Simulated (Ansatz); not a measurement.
# ClGaH3OSi: the cost of one run

Computed with Ansatz 0.2.0, Gaussian basis. Level: the settings change from run to run.

**1. The molecule**

The geometry comes from an earlier relaxation with PBE0-D4 in a triple-zeta def2 set; it is a stationary point, not always the lowest conformer.

SMILES `[SiH3][O][Ga][Cl]`, 7 atoms, charge 0, spin multiplicity 2.

Atoms are counted from 1 here; the program's logs count them from 0.

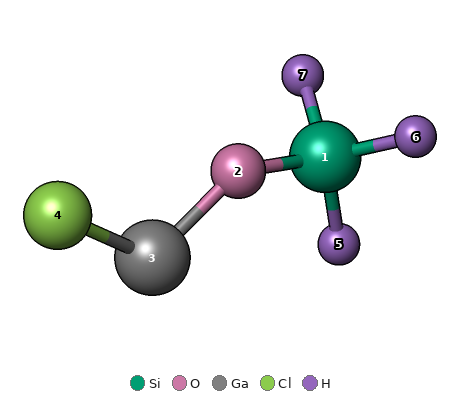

The structure; silicon teal, oxygen pink, gallium grey, chlorine green, hydrogen purple; atoms are numbered from 1 in the order of the file.

Coordinates:

```
Si   -0.0188    1.1635    0.1612
O    -0.0113   -0.4744    0.2047
Ga    0.0794   -1.8835   -0.8832
Cl    0.0154   -3.8257    0.0611
H     0.0922    1.6644   -1.2379
H     1.1295    1.6857    0.9460
H    -1.2863    1.6699    0.7481
```

**2. wB97X/aug-cc-pVDZ**

Contents of in.yaml:

```yaml
crystal:
  periodic: [false, false, false]
  atoms:
    - {symbol: Si, position_ang: [-0.018813, 1.163531, 0.161160]}
    - {symbol: O, position_ang: [-0.011344, -0.474371, 0.204746]}
    - {symbol: Ga, position_ang: [0.079382, -1.883457, -0.883230]}
    - {symbol: Cl, position_ang: [0.015360, -3.825687, 0.061089]}
    - {symbol: H, position_ang: [0.092220, 1.664383, -1.237870]}
    - {symbol: H, position_ang: [1.129507, 1.685703, 0.946034]}
    - {symbol: H, position_ang: [-1.286322, 1.669909, 0.748072]}
basis:
  gaussian: {orbitals: aug-cc-pVDZ}
magnetization: {spin_polarized: true, initial_magnetization: 1}
hamiltonian: {xc: {name: wB97X}}
output: {forces: true}
```

The run is started by

```bash
$ ansatz run in.yaml --threads 4 --pin off --events-out ev --progress --plain --max-ram 10444MiB
```

Q: Estimate wall time and peak memory on 4 threads of Intel Xeon Platinum 8375C at 2.90GHz, shared host.

About 8.5 s, with a peak of 0.88 GiB.
